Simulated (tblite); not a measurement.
## Geometry relaxation, with input and output: C6H10BNSi (part 2 of 3)

The same run, continued: C6H10BNSi, SMILES [SiH3]NB1C=CC=CC=C1; GFN2-xTB geometry optimisation, gas phase (tblite 0.8.0). It belongs to a series of runs on one base structure; here: H on B replaced by NHSiH3.

Geometry of the input (Å):
```
Si 3.0545  0.2698  0.0293
N  1.8745  -0.8953  0.7177
B  0.4726  -0.4911  0.3288
C  -0.2295  0.6831  1.1006
C  -1.5042  1.0506  1.0295
C  -2.5917  0.4104  0.2511
C  -2.5049  -0.3956  -0.8130
C  -1.3028  -0.8810  -1.5168
C  -0.0585  -0.9808  -1.0578
H  4.4067  -0.1112  0.4240
H  2.7583  1.6224  0.5349
H  2.9377  0.2607  -1.4354
H  1.9499  -0.8311  1.7774
H  0.4048  1.2065  1.8096
H  -1.8152  1.8731  1.6713
H  -3.5892  0.6911  0.5772
H  -3.4466  -0.6929  -1.2512
H  -1.4949  -1.3179  -2.4997
H  0.6687  -1.4614  -1.6848
```

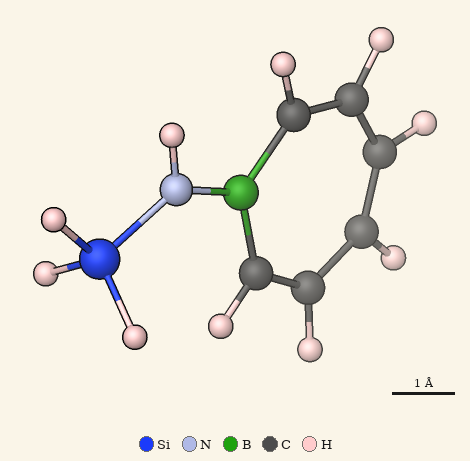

The geometry at step 130 of the log (ball-and-stick view, seen at a tilt).

## Trajectory as extended XYZ, continued
```
19
Properties=species:S:1:pos:R:3:forces:R:3 step=80 energy=-648.06528
Si    3.3112    0.0293   -0.2674    0.0000   0.0140   0.0060
N     1.8454    0.2643    0.6261    0.0030   0.0030  -0.0100
B     0.4676    0.0223    0.3770    0.0010  -0.0050  -0.0030
C    -0.5433    0.4921    1.4431   -0.0100   0.0000  -0.0060
C    -1.8867    0.6143    1.3409   -0.0120  -0.0010  -0.0010
C    -2.7145    0.3526    0.2123   -0.0020  -0.0060   0.0010
C    -2.4231   -0.2579   -0.9643    0.0090   0.0000  -0.0020
C    -1.2053   -0.8365   -1.4240    0.0060   0.0080  -0.0090
C     0.0323   -0.7419   -0.8853   -0.0070   0.0110  -0.0020
H     4.1328   -0.9674    0.4320    0.0030  -0.0150   0.0020
H     4.0137    1.3196   -0.2952    0.0020  -0.0160   0.0010
H     3.0224   -0.4129   -1.6281   -0.0010   0.0090  -0.0010
H     2.0153    0.7270    1.5097    0.0040   0.0020   0.0040
H    -0.1358    0.7776    2.4115    0.0030  -0.0040  -0.0010
H    -2.4349    0.9896    2.2017    0.0090   0.0060  -0.0060
H    -3.7454    0.6678    0.3351    0.0000   0.0060   0.0100
H    -3.2507   -0.3581   -1.6587   -0.0040  -0.0210   0.0050
H    -1.3194   -1.3989   -2.3474    0.0070  -0.0010   0.0040
H     0.8087   -1.2737   -1.4267   -0.0110   0.0110   0.0090
19
Properties=species:S:1:pos:R:3:forces:R:3 step=87 energy=-648.06660
Si    3.3159    0.0223   -0.2598   -0.0100  -0.0160  -0.0020
N     1.8482    0.2648    0.6291    0.0130  -0.0190   0.0030
B     0.4681    0.0339    0.3736    0.0200   0.0040  -0.0100
C    -0.5424    0.5147    1.4338   -0.0080  -0.0110  -0.0090
C    -1.8877    0.6205    1.3361   -0.0090   0.0210  -0.0120
C    -2.7215    0.3343    0.2179    0.0000   0.0090  -0.0140
C    -2.4320   -0.2747   -0.9608    0.0080  -0.0080   0.0090
C    -1.2073   -0.8301   -1.4300    0.0100  -0.0030   0.0170
C     0.0299   -0.7235   -0.8918    0.0120  -0.0020  -0.0030
H     4.1292   -1.0044    0.4074   -0.0280  -0.0080   0.0100
H     4.0478    1.2955   -0.2561   -0.0070   0.0040   0.0010
H     3.0116   -0.3841   -1.6278    0.0110   0.0120  -0.0160
H     2.0211    0.7102    1.5214   -0.0140   0.0100  -0.0130
H    -0.1337    0.8221    2.3945    0.0020  -0.0040   0.0130
H    -2.4328    1.0066    2.1937   -0.0060   0.0010   0.0010
H    -3.7552    0.6368    0.3500    0.0000  -0.0140   0.0010
H    -3.2658   -0.3954   -1.6451    0.0110  -0.0080   0.0100
H    -1.3101   -1.3927   -2.3550   -0.0280   0.0190   0.0150
H     0.8068   -1.2476   -1.4386    0.0210   0.0130  -0.0010
19
Properties=species:S:1:pos:R:3:forces:R:3 step=94 energy=-648.06996
Si    3.3228   -0.0041   -0.2482   -0.0320  -0.0260   0.0090
N     1.8572    0.2542    0.6406   -0.0140   0.0460  -0.0090
B     0.4745    0.0611    0.3637   -0.0180  -0.0040   0.0350
C    -0.5423    0.5637    1.4085    0.0200   0.0130   0.0180
C    -1.8906    0.6500    1.3192    0.0220  -0.0050   0.0270
C    -2.7367    0.3027    0.2294    0.0120  -0.0090   0.0250
C    -2.4420   -0.3166   -0.9424   -0.0180  -0.0050   0.0200
C    -1.2025   -0.8155   -1.4324   -0.0060   0.0100  -0.0180
C     0.0391   -0.6801   -0.9100   -0.0050  -0.0120  -0.0020
H     4.0810   -1.1072    0.3616   -0.0360   0.0050  -0.0090
H     4.1140    1.2304   -0.1681   -0.0120   0.0020   0.0120
H     3.0000   -0.3047   -1.6401    0.0430   0.0050  -0.0080
H     2.0263    0.6997    1.5335    0.0060  -0.0120  -0.0170
H    -0.1335    0.9061    2.3586   -0.0060  -0.0060  -0.0150
H    -2.4295    1.0492    2.1743   -0.0180   0.0190   0.0030
H    -3.7818    0.5518    0.3839    0.0160   0.0040  -0.0160
H    -3.2844   -0.4967   -1.6028    0.0160   0.0100   0.0020
H    -1.3071   -1.3631   -2.3648    0.0290  -0.0310  -0.0200
H     0.8257   -1.1714   -1.4721    0.0010  -0.0030  -0.0370
19
Properties=species:S:1:pos:R:3:forces:R:3 step=102 energy=-648.07845
Si    3.3083   -0.0721   -0.2312    0.0560   0.0230  -0.0360
N     1.8560    0.2953    0.6392   -0.0100  -0.0370  -0.0190
B     0.4741    0.1192    0.3508   -0.0610  -0.0080   0.0340
C    -0.5465    0.6586    1.3769    0.0350   0.0120   0.0280
C    -1.8991    0.6980    1.3081    0.0710  -0.0360  -0.0050
C    -2.7442    0.2166    0.2694   -0.0040   0.0120   0.0480
C    -2.4400   -0.4147   -0.8939   -0.0390   0.0110  -0.0130
C    -1.1842   -0.7893   -1.4475   -0.0290  -0.0180   0.0220
C     0.0576   -0.5940   -0.9465    0.0090   0.0170  -0.0090
H     3.8960   -1.3360    0.2505   -0.0600   0.0750  -0.0350
H     4.2240    1.0473    0.0326    0.0020  -0.0550   0.0120
H     3.0314   -0.1479   -1.6682    0.0440  -0.0030   0.0720
H     2.0399    0.7289    1.5343   -0.0270   0.0110  -0.0210
H    -0.1311    1.0797    2.2929   -0.0210   0.0060  -0.0450
H    -2.4418    1.1446    2.1391    0.0240  -0.0280  -0.0340
H    -3.8022    0.3712    0.4554    0.0050   0.0110  -0.0110
H    -3.2914   -0.6921   -1.5062   -0.0060   0.0020  -0.0240
H    -1.2703   -1.3049   -2.4004   -0.0170  -0.0140   0.0030
H     0.8537   -0.9992   -1.5627    0.0280   0.0190   0.0340
19
Properties=species:S:1:pos:R:3:forces:R:3 step=109 energy=-648.08675
Si    3.3006   -0.1100   -0.2263   -0.0220   0.0280   0.0630
N     1.8526    0.3115    0.6310    0.0380   0.0350  -0.0040
B     0.4689    0.1590    0.3445   -0.0020  -0.0240  -0.0160
C    -0.5444    0.7245    1.3574   -0.0460   0.0140  -0.0390
C    -1.8978    0.7071    1.3030    0.0480   0.0220  -0.0340
C    -2.7413    0.1459    0.3034   -0.0230   0.0080  -0.0130
C    -2.4401   -0.4777   -0.8655    0.0230   0.0020   0.0130
C    -1.1793   -0.7768   -1.4537    0.0000  -0.0020  -0.0010
C     0.0580   -0.5316   -0.9641    0.0120  -0.0210  -0.0020
H     3.7276   -1.4650    0.1500    0.0050   0.0100  -0.0060
H     4.2982    0.8872    0.1791    0.0090  -0.0370   0.0180
H     3.1050   -0.0392   -1.6743   -0.0070   0.0210   0.0030
H     2.0328    0.7609    1.5187    0.0370  -0.0030  -0.0240
H    -0.1347    1.2254    2.2323    0.0010  -0.0080   0.0170
H    -2.4447    1.1854    2.1111   -0.0180  -0.0330   0.0250
H    -3.8008    0.2483    0.5142   -0.0030   0.0090   0.0120
H    -3.2905   -0.8031   -1.4552   -0.0100   0.0000   0.0000
H    -1.2532   -1.2715   -2.4192   -0.0340  -0.0070   0.0230
H     0.8733   -0.8712   -1.5939   -0.0060  -0.0150  -0.0360
19
Properties=species:S:1:pos:R:3:forces:R:3 step=116 energy=-648.09540
Si    3.2941   -0.1496   -0.2088    0.0030   0.0360  -0.0110
N     1.8568    0.3612    0.6164    0.0170   0.0040  -0.0430
B     0.4722    0.2132    0.3243   -0.0010  -0.0240  -0.0310
C    -0.5492    0.7877    1.3236   -0.0260   0.0250  -0.0100
C    -1.9022    0.7276    1.2856    0.0260  -0.0380   0.0520
C    -2.7446    0.0904    0.3316    0.0380   0.0600  -0.0290
C    -2.4361   -0.5369   -0.8329    0.0780  -0.0530   0.0330
C    -1.1754   -0.7675   -1.4547    0.0250   0.0380   0.0000
C     0.0615   -0.4712   -0.9899    0.0260   0.0060  -0.0230
H     3.5463   -1.5756    0.0317    0.0000  -0.0140   0.0130
H     4.3754    0.6730    0.3484   -0.0310  -0.0390   0.0040
H     3.1922    0.0825   -1.6526   -0.0050   0.0320   0.0250
H     2.0494    0.8345    1.4876   -0.0220   0.0070   0.0200
H    -0.1455    1.3272    2.1794   -0.0160  -0.0040  -0.0160
H    -2.4536    1.2017    2.0933   -0.0040   0.0100   0.0180
H    -3.8016    0.1425    0.5748    0.0260  -0.0170  -0.0180
H    -3.2760   -0.9336   -1.3890   -0.0790   0.0000  -0.0430
H    -1.2535   -1.2501   -2.4277   -0.0030   0.0070   0.0680
H     0.8801   -0.7477   -1.6486   -0.0520  -0.0370  -0.0100
19
Properties=species:S:1:pos:R:3:forces:R:3 step=123 energy=-648.10314
Si    3.2853   -0.1813   -0.1955   -0.0060  -0.0140   0.0180
N     1.8553    0.4021    0.5928    0.0380   0.0190  -0.0170
B     0.4728    0.2650    0.2907    0.0090   0.0090   0.0010
C    -0.5498    0.8556    1.2807   -0.0230  -0.0150   0.0150
C    -1.8985    0.7331    1.2844   -0.0050   0.0410  -0.0210
C    -2.7335    0.0423    0.3613    0.0110  -0.0120   0.0310
C    -2.4263   -0.5926   -0.7989    0.0450   0.0010  -0.0020
C    -1.1733   -0.7620   -1.4532   -0.0060  -0.0070  -0.0110
C     0.0633   -0.4218   -1.0211   -0.0110   0.0040  -0.0080
H     3.3656   -1.6443   -0.0983   -0.0230   0.0030  -0.0340
H     4.4030    0.4222    0.5372   -0.0110   0.0160  -0.0050
H     3.3163    0.2352   -1.6012   -0.0030   0.0020   0.0130
H     2.0485    0.8994    1.4500   -0.0290   0.0000   0.0260
H    -0.1495    1.4436    2.1049    0.0020  -0.0100  -0.0010
H    -2.4521    1.2097    2.0902    0.0140  -0.0080  -0.0020
H    -3.7849    0.0430    0.6302    0.0060   0.0050   0.0050
H    -3.2637   -1.0312   -1.3303   -0.0190   0.0070  -0.0110
H    -1.2564   -1.2466   -2.4224   -0.0100  -0.0180  -0.0080
H     0.8681   -0.6623   -1.7090    0.0180  -0.0230   0.0090
19
Properties=species:S:1:pos:R:3:forces:R:3 step=130 energy=-648.10506
Si    3.2796   -0.1890   -0.1891   -0.0210   0.0020  -0.0130
N     1.8551    0.4305    0.5791   -0.0040   0.0060   0.0120
B     0.4731    0.2861    0.2768    0.0090  -0.0060  -0.0060
C    -0.5479    0.8708    1.2715   -0.0090  -0.0030  -0.0130
C    -1.8947    0.7351    1.2847    0.0030  -0.0010  -0.0030
C    -2.7260    0.0276    0.3713    0.0070   0.0240   0.0010
C    -2.4201   -0.6039   -0.7914    0.0210   0.0070   0.0010
C    -1.1709   -0.7658   -1.4554   -0.0010   0.0040   0.0090
C     0.0648   -0.4107   -1.0314   -0.0060  -0.0100   0.0030
H     3.2803   -1.6557   -0.1557   -0.0030  -0.0120  -0.0170
H     4.3963    0.3390    0.5980    0.0160   0.0090   0.0100
H     3.3741    0.2769   -1.5767   -0.0080   0.0090   0.0030
H     2.0419    0.9342    1.4344   -0.0060  -0.0060  -0.0030
H    -0.1470    1.4655    2.0900    0.0050   0.0000   0.0110
H    -2.4460    1.2055    2.0950   -0.0070   0.0020   0.0000
H    -3.7756    0.0191    0.6465    0.0000  -0.0040   0.0040
H    -3.2598   -1.0471   -1.3159   -0.0050  -0.0080  -0.0130
H    -1.2583   -1.2578   -2.4209    0.0070  -0.0050   0.0070
H     0.8712   -0.6513   -1.7183    0.0030  -0.0080   0.0070
19
Properties=species:S:1:pos:R:3:forces:R:3 step=138 energy=-648.10594
Si    3.2799   -0.1828   -0.1905   -0.0070  -0.0100  -0.0210
N     1.8529    0.4191    0.5856   -0.0120   0.0060   0.0160
B     0.4721    0.2828    0.2761    0.0050  -0.0100  -0.0010
C    -0.5468    0.8728    1.2700   -0.0010  -0.0090  -0.0060
C    -1.8941    0.7440    1.2810    0.0020   0.0040  -0.0080
C    -2.7258    0.0400    0.3657    0.0010  -0.0150   0.0080
C    -2.4206   -0.5973   -0.7942    0.0160  -0.0050   0.0030
C    -1.1712   -0.7698   -1.4544    0.0250   0.0000   0.0070
C     0.0652   -0.4184   -1.0299    0.0040  -0.0130   0.0050
H     3.2935   -1.6513   -0.1792   -0.0010   0.0160  -0.0030
H     4.3930    0.3504    0.5997    0.0080  -0.0060   0.0010
H     3.3627    0.2982   -1.5737   -0.0020   0.0120   0.0030
H     2.0330    0.9116    1.4487    0.0170   0.0000  -0.0040
H    -0.1428    1.4602    2.0926   -0.0010   0.0020   0.0010
H    -2.4459    1.2144    2.0908    0.0000   0.0050   0.0030
H    -3.7736    0.0283    0.6466   -0.0170   0.0080  -0.0210
H    -3.2582   -1.0451   -1.3180   -0.0240   0.0070  -0.0010
H    -1.2556   -1.2730   -2.4143   -0.0110   0.0000   0.0030
H     0.8725   -0.6749   -1.7103   -0.0020   0.0060   0.0140
19
Properties=species:S:1:pos:R:3:forces:R:3 step=145 energy=-648.10797
Si    3.2784   -0.1615   -0.2035    0.0350   0.0010   0.0190
N     1.8528    0.4047    0.6008   -0.0040  -0.0020  -0.0050
B     0.4741    0.2686    0.2817   -0.0110  -0.0080   0.0340
C    -0.5468    0.8628    1.2703   -0.0080   0.0030   0.0160
C    -1.8957    0.7515    1.2769   -0.0020   0.0010  -0.0100
C    -2.7312    0.0620    0.3551    0.0120  -0.0110  -0.0070
C    -2.4217   -0.5905   -0.7950   -0.0060  -0.0100  -0.0220
C    -1.1683   -0.7981   -1.4383    0.0040   0.0100   0.0110
C     0.0695   -0.4481   -1.0165    0.0110  -0.0070   0.0290
H     3.2947   -1.6281   -0.2490   -0.0040  -0.0010  -0.0200
H     4.4007    0.3337    0.5995   -0.0110  -0.0020   0.0120
H     3.3575    0.3896   -1.5589   -0.0080   0.0000  -0.0350
H     2.0339    0.8827    1.4720   -0.0020   0.0040  -0.0260
H    -0.1371    1.4442    2.0937   -0.0120   0.0130   0.0240
H    -2.4476    1.2284    2.0825    0.0150   0.0160   0.0190
H    -3.7843    0.0753    0.6170    0.0050   0.0130  -0.0070
H    -3.2664   -1.0178   -1.3252    0.0090  -0.0190  -0.0190
H    -1.2518   -1.3245   -2.3854   -0.0150   0.0030  -0.0140
H     0.8796   -0.7258   -1.6851   -0.0100  -0.0030   0.0030
19
Properties=species:S:1:pos:R:3:forces:R:3 step=152 energy=-648.11152
Si    3.2695   -0.1231   -0.2397   -0.0070  -0.0070  -0.0020
N     1.8560    0.3936    0.6206    0.0180  -0.0150  -0.0330
B     0.4745    0.2299    0.3263    0.0220   0.0030  -0.0060
C    -0.5501    0.8263    1.3086    0.0190  -0.0080   0.0130
C    -1.9014    0.7544    1.2765    0.0040  -0.0080   0.0200
C    -2.7339    0.1054    0.3230    0.0020   0.0020  -0.0110
C    -2.4182   -0.5660   -0.8148   -0.0130   0.0110  -0.0180
C    -1.1546   -0.8330   -1.4130    0.0000  -0.0070   0.0040
C     0.0803   -0.5156   -0.9584   -0.0100  -0.0010  -0.0060
H     3.2992   -1.5866   -0.3388    0.0070  -0.0120  -0.0020
H     4.4045    0.3557    0.5536   -0.0040   0.0110   0.0050
H     3.3017    0.4610   -1.5864    0.0020   0.0070   0.0220
H     2.0507    0.8859    1.4802   -0.0070   0.0120  -0.0040
H    -0.1454    1.3807    2.1535   -0.0190   0.0060   0.0050
H    -2.4575    1.2370    2.0762   -0.0010   0.0100   0.0020
H    -3.7929    0.1712    0.5474   -0.0190   0.0010   0.0030
H    -3.2620   -0.9591   -1.3732    0.0120  -0.0010   0.0080
H    -1.2306   -1.3721   -2.3539    0.0090  -0.0030   0.0020
H     0.9002   -0.8361   -1.5951   -0.0140   0.0000  -0.0020
19
Properties=species:S:1:pos:R:3:forces:R:3 step=160 energy=-648.11219
Si    3.2724   -0.1208   -0.2432    0.0050   0.0030   0.0140
N     1.8578    0.3943    0.6155   -0.0040  -0.0030  -0.0100
B     0.4758    0.2282    0.3265   -0.0040  -0.0010  -0.0020
C    -0.5494    0.8208    1.3123    0.0050  -0.0010   0.0000
C    -1.9013    0.7546    1.2760    0.0030  -0.0010   0.0070
C    -2.7363    0.1136    0.3186    0.0040   0.0030  -0.0020
C    -2.4208   -0.5652   -0.8149   -0.0030   0.0030  -0.0050
C    -1.1563   -0.8433   -1.4059   -0.0030  -0.0070   0.0000
C     0.0786   -0.5221   -0.9547   -0.0020  -0.0030  -0.0010
H     3.2934   -1.5821   -0.3735    0.0020   0.0000   0.0020
H     4.4016    0.3362    0.5712    0.0020   0.0010   0.0040
H     3.3225    0.4952   -1.5739   -0.0010   0.0040  -0.0050
H     2.0510    0.8950    1.4706    0.0050   0.0040   0.0000
H    -0.1493    1.3723    2.1616    0.0030  -0.0070  -0.0090
H    -2.4559    1.2396    2.0753   -0.0050   0.0020   0.0000
H    -3.7964    0.1907    0.5374    0.0020  -0.0030   0.0030
H    -3.2640   -0.9575   -1.3743    0.0010   0.0040   0.0020
H    -1.2299   -1.3925   -2.3411   -0.0040   0.0020  -0.0040
H     0.8966   -0.8478   -1.5912   -0.0030   0.0000   0.0070
19
Properties=species:S:1:pos:R:3:forces:R:3 step=167 energy=-648.11237
Si    3.2746   -0.1154   -0.2442   -0.0100   0.0150   0.0000
N     1.8567    0.3913    0.6142    0.0080  -0.0010  -0.0090
B     0.4746    0.2217    0.3280    0.0020  -0.0050  -0.0010
C    -0.5486    0.8151    1.3146    0.0060  -0.0060   0.0040
C    -1.9006    0.7541    1.2769    0.0020   0.0080   0.0020
C    -2.7358    0.1205    0.3151   -0.0070  -0.0030   0.0000
C    -2.4220   -0.5598   -0.8180   -0.0080   0.0010   0.0030
C    -1.1580   -0.8503   -1.4038   -0.0090   0.0020  -0.0060
C     0.0770   -0.5340   -0.9495   -0.0010   0.0010  -0.0030
H     3.3016   -1.5749   -0.3855    0.0000  -0.0110   0.0060
H     4.3994    0.3408    0.5762    0.0080   0.0010   0.0040
H     3.3229    0.5094   -1.5712    0.0040   0.0030  -0.0020
H     2.0500    0.8973    1.4660   -0.0010   0.0040   0.0090
H    -0.1453    1.3609    2.1658   -0.0050   0.0020  -0.0020
H    -2.4560    1.2405    2.0750    0.0040  -0.0020   0.0050
H    -3.7960    0.2038    0.5310    0.0000   0.0000  -0.0010
H    -3.2671   -0.9441   -1.3798    0.0010   0.0000  -0.0030
H    -1.2332   -1.4018   -2.3376    0.0030   0.0010   0.0010
H     0.8959   -0.8659   -1.5808    0.0040  -0.0100  -0.0060
19
Properties=species:S:1:pos:R:3:forces:R:3 step=174 energy=-648.11261
Si    3.2788   -0.1056   -0.2457   -0.0030  -0.0040   0.0030
N     1.8566    0.3916    0.6109    0.0020  -0.0010   0.0020
B     0.4747    0.2120    0.3286    0.0000   0.0020   0.0020
C    -0.5475    0.8027    1.3183    0.0000   0.0040  -0.0030
C    -1.8999    0.7512    1.2785    0.0000  -0.0090   0.0030
C    -2.7380    0.1294    0.3114   -0.0010   0.0020  -0.0020
C    -2.4261   -0.5492   -0.8233    0.0000   0.0010   0.0000
C    -1.1624   -0.8537   -1.4030    0.0020  -0.0020   0.0030
C     0.0745   -0.5498   -0.9449    0.0030   0.0030   0.0010
H     3.3200   -1.5661   -0.3789   -0.0050  -0.0020   0.0010
H     4.4014    0.3603    0.5728    0.0020   0.0060   0.0040
H     3.3243    0.5144   -1.5748   -0.0020   0.0020  -0.0040
H     2.0468    0.9002    1.4623   -0.0030  -0.0020  -0.0050
H    -0.1435    1.3418    2.1735    0.0040  -0.0010  -0.0010
H    -2.4522    1.2359    2.0799    0.0000  -0.0030  -0.0020
H    -3.7982    0.2210    0.5237   -0.0010   0.0050   0.0000
H    -3.2719   -0.9228   -1.3912   -0.0020   0.0010   0.0030
H    -1.2399   -1.4077   -2.3351    0.0040   0.0000   0.0000
H     0.8924   -0.8962   -1.5702    0.0000  -0.0020  -0.0040
```

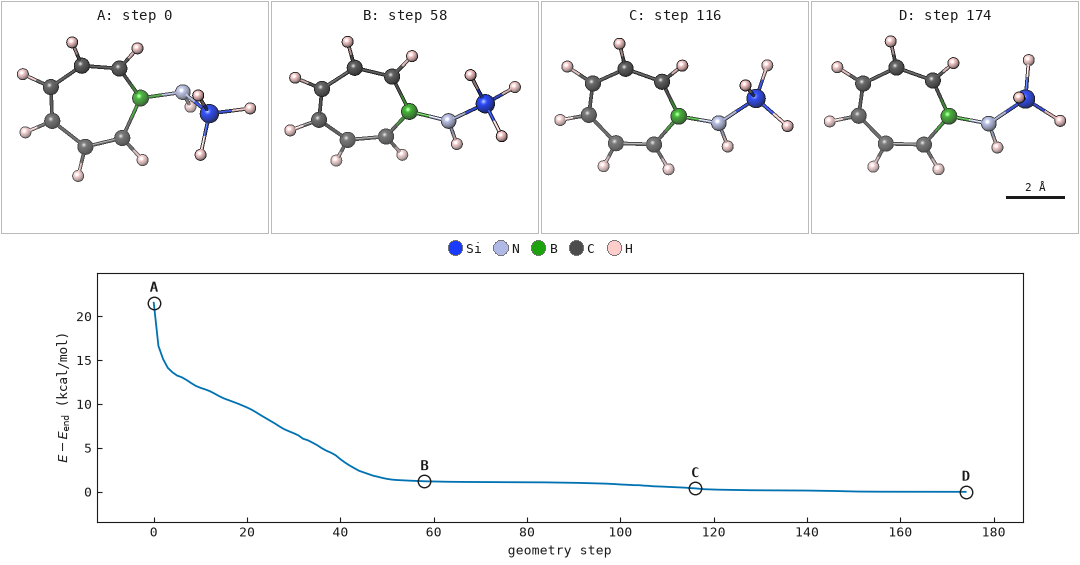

Frames of the relaxation (ball-and-stick view, seen at a tilt) above the curves, on which the letters mark them (steps are counted from 0).
